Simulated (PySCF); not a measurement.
**C$_{4}$H$_{7}$F$_{3}$OSi$_{2}$: density, localisation and related maps**

Input

```
{"job": {"kind": "nmr", "xc": "PBE0", "basis": "pcSseg-1"}, "charge": 0, "multiplicity": 1}
O     -0.417460    -1.892633     0.196207
C     -0.995209    -0.831543     0.143727
C     -0.358487     0.492977     0.256522
Si     0.869061     0.731214    -1.227617
C      2.313225     0.097897    -0.183765
Si     1.233949     0.416942     1.340402
C     -2.518949    -0.818104    -0.109443
F     -2.781817    -0.142876    -1.233616
F     -3.146619    -0.198281     0.893327
F     -3.008553    -2.036865    -0.224534
H     -1.073978     1.309873     0.415629
H      0.495602    -0.052696    -2.439956
H      0.967776     2.184106    -1.551332
H      2.425756    -0.988533    -0.334419
H      3.293128     0.586217    -0.265039
H      1.481140     1.770496     1.920703
H      1.202090    -0.617323     2.411546
```

Run with:

```sh
OMP_NUM_THREADS=1 python probes_run.py task.json out
```

Geometry: PBE0-D3(BJ)/def2-SVP.

The calculation used PBE0/pcSseg-1, SCF density, gas phase, non-relativistic in PySCF 2.14.0.

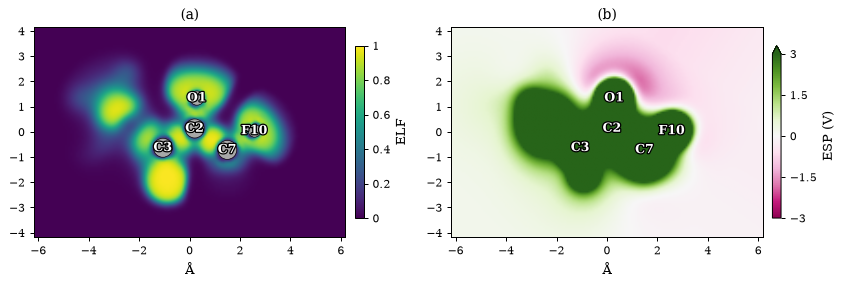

Figure 1. (a) electron localisation function; (b) molecular electrostatic potential on the plane of atoms C3, C2 and C7. Grey discs cover the atomic cores in the ELF map.

What does the map show?

Answer. Atoms in the plane: O, C and F. C–O (1.21 Å): the ELF peaks at about 0.85 between the atoms (a short, multiple covalent bond). C–F (1.32 Å): the ELF peaks at about 0.85 between the atoms: a shared but strongly polarised pair. C–C (1.47 Å): the ELF peaks at about 0.95 between the atoms, as expected for a shared electron pair. C–C (1.54 Å): the ELF peaks at about 1 between the atoms (localised, covalent bonding). The ELF also peaks beside F10 and O1, away from the bonds: lone-pair regions. Outside the dense part of the molecule the potential is most negative (−1.8 V) near O1.

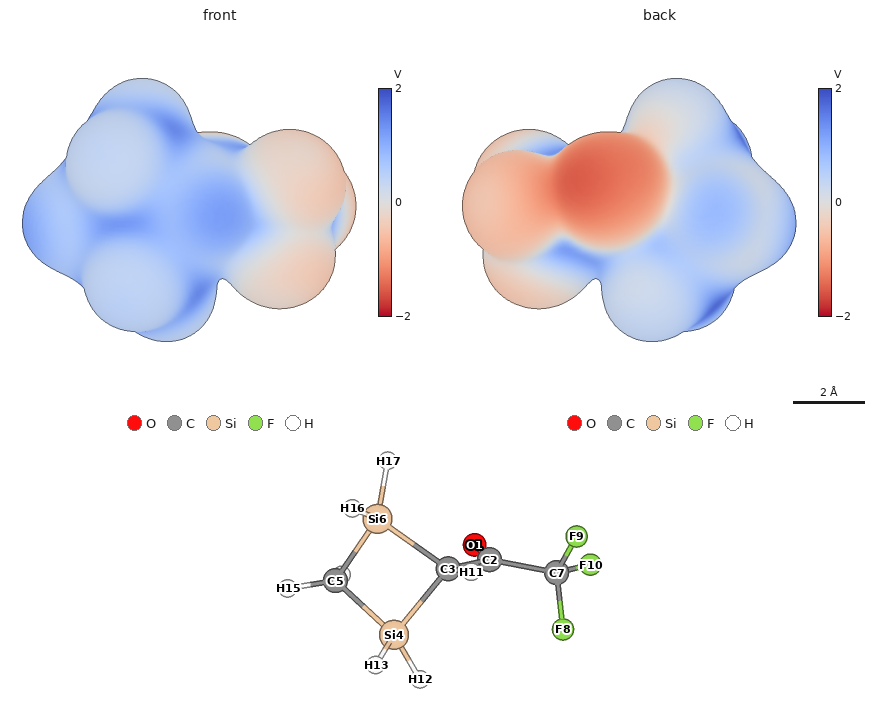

Figure 2. The molecular electrostatic potential painted on the density surface at 0.002 e/bohr³, seen from the front and from behind; red is negative and blue positive. The bare structure is drawn below in the same view.

Where is the surface potential most negative and most positive?

Answer. The most negative region (about −1.5 V) lies over O1, the most positive (about +1.5 V) over Si4 and Si6. O1 is the likeliest acceptor of a hydrogen bond.

How polar is the molecule by this calculation?

Answer. Its dipole moment is 3.16 D.
